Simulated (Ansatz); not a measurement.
## Electronic structure of CH5O3Ta (SMILES [CH3][Ta](=[O])([OH])[OH]) in real space

Input

```
crystal:
  periodic: [false, false, false]
  atoms:
    - {symbol: C, position_ang: [-0.309989, -1.360707, -0.693157]}
    - {symbol: Ta, position_ang: [0.242124, 0.453081, 0.347132]}
    - {symbol: O, position_ang: [1.546543, -0.011114, 1.368034]}
    - {symbol: O, position_ang: [-1.262259, 1.018620, 1.370094]}
    - {symbol: O, position_ang: [0.808713, 1.722184, -0.955873]}
    - {symbol: H, position_ang: [-0.606178, -2.137978, 0.017822]}
    - {symbol: H, position_ang: [0.536290, -1.747544, -1.268986]}
    - {symbol: H, position_ang: [-1.144030, -1.184629, -1.380266]}
    - {symbol: H, position_ang: [-1.393209, 1.079032, 2.316377]}
    - {symbol: H, position_ang: [1.665096, 2.117854, -1.118076]}
basis:
  gaussian: {orbitals: def2-TZVPP}
hamiltonian: {xc: pbe0, dispersion: d4}
output: {orbitals: {seedname: orbitals}}
```

Run with:

```sh
ansatz run in.yaml --threads 4 --pin off --events-out ev --progress --plain --max-ram 10444MiB
```

Geometry: PBE0-D4/def2-TZVP; core potentials replace the inner electrons of Ta.

These are results of Ansatz, RKS PBE0-D4/def2-TZVPP, not measurements.

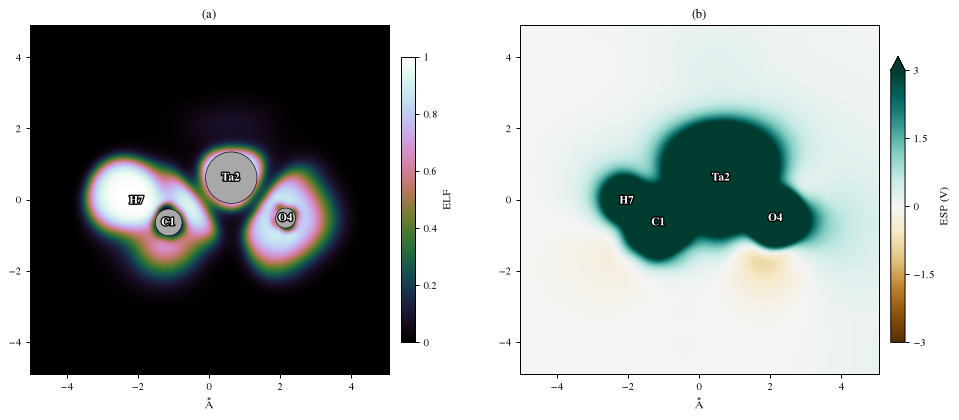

Figure 1. (a) electron localisation function; (b) electrostatic potential on the plane of atoms Ta2, C1 and H7. Grey discs cover the atomic cores in the ELF map.

Question: Interpret the plot.

Answer: The section cuts through C, Ta, O and H sites.
C–Ta (2.16 Å): the ELF peaks at about 0.95 in the valence shell of C, 0.7 Å from its nucleus, and is about 0.55 at the midpoint.
Ta–O (1.91 Å): the ELF peaks at about 0.85 in the valence shell of O, 0.6 Å from its nucleus, and drops to about 0.25 between the two atoms.
C–H (1.09 Å): the ELF climbs to about 1 towards the hydrogen, as it does in any bond to H: an ordinary covalent bond to hydrogen.
Outside the dense part of the molecule the potential is most negative (−0.8 V) near O4.

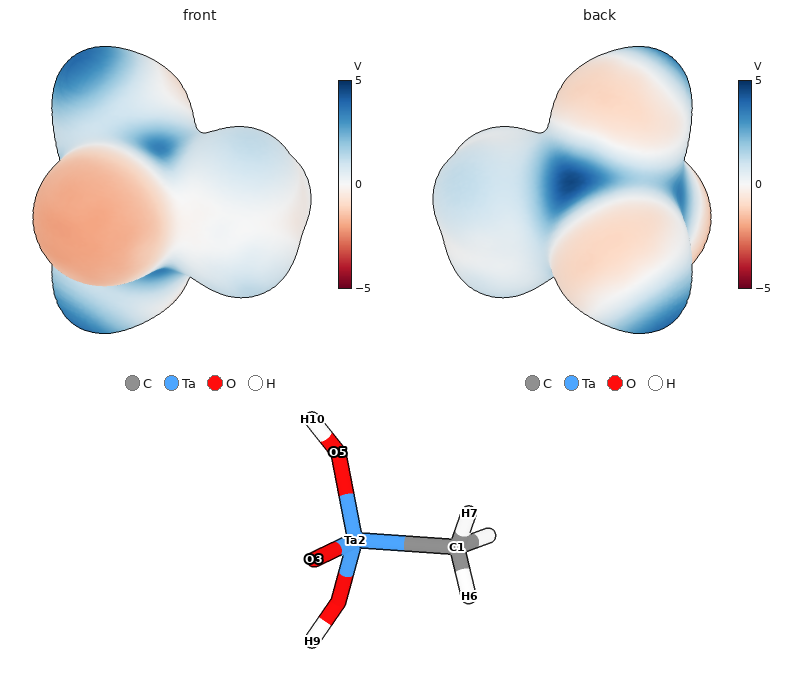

Figure 2. The molecular electrostatic potential painted on the density surface at 0.004 e/bohr³, seen from the front and from behind; the colour scale runs from red (negative) to blue (positive). The bare structure is drawn below in the same view.

Question: Which sites attract a positive test charge, and which a negative one?

Answer: A positive charge is drawn to the negative regions and a negative charge to the positive ones. The most negative region (about −2.0 V) lies over O3, the most positive (about +4.2 V) over Ta2. O3 is the likeliest acceptor of a hydrogen bond.

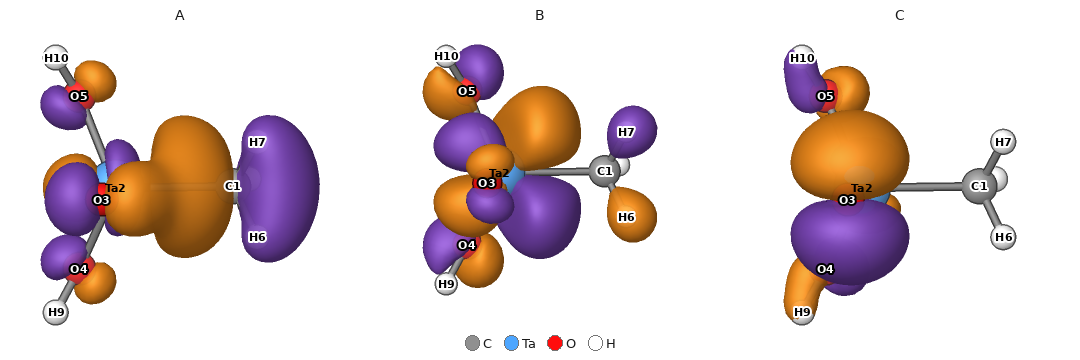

Figure 3. Three frontier orbitals at ±0.1 Å⁻³ᐟ² (orange and purple are the two phases), in no order.

Question: Which picture is the HOMO−1, the HOMO and the LUMO?

Answer: C is the HOMO−1 (−9.21 eV). It lies mainly on O3 (about 70 %) and Ta2 (about 20 %). A is the HOMO (−8.32 eV). By Hirshfeld shares it lies mainly on C1 (about 45 %), Ta2 (about 25 %) and O3 (about 10 %). B is the LUMO (−0.65 eV). Its weight (Hirshfeld) is mainly on Ta2 (about 65 %), O4 (about 10 %) and O5 (about 10 %).

Question: What is the HOMO–LUMO gap?

Answer: 7.67 eV between the orbital energies.
